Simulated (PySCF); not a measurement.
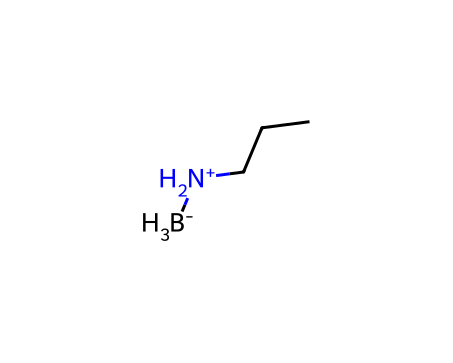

Figure made from data computed with PySCF.

Question: Give its SMILES.

Answer: [BH3-][NH2+]CCC

Question: Give the formula, hydrogens included.

Answer: C3H12BN.

Question: An optimisation with PBE0-D3(BJ)/def2-SVP gave a structure of which point group?

Answer: C1. Other conformers may differ.
